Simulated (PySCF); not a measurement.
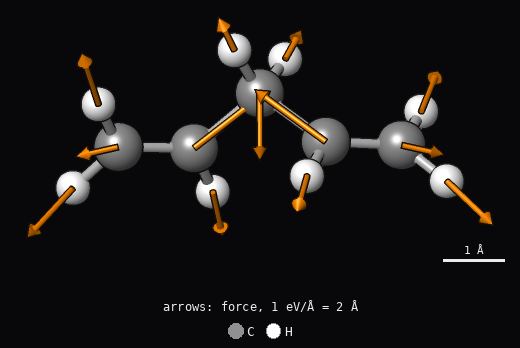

Starting geometry of C5H8 with the computed forces as orange arrows. Style: ball-and-stick. Shown face on.

The start comes from GFN2-xTB.

All numbers below come from PySCF 2.14.0, density-fitted response routines, PBE0-D3(BJ)/def2-SVP geometry optimisation, gas phase. 

Q: Is this structure relaxed? If not, where do the atoms go?

A: It isn't relaxed: the largest force vector, on C atoms, is 0.75 eV/Å. The final displacements follow the starting forces only in part (cosine between the two patterns 0.46). The largest moves after the best rigid fit, 0.045 Å, are those of H atoms. By element the largest moves are H 0.045 Å, C 0.032 Å. Near-neighbour distances that change, for instance: C–H 1.077 → 1.093 Å, C–C 1.319 → 1.333 Å, C–H 1.093 → 1.104 Å. After 4 geometry steps the energy has fallen by 0.052 eV.
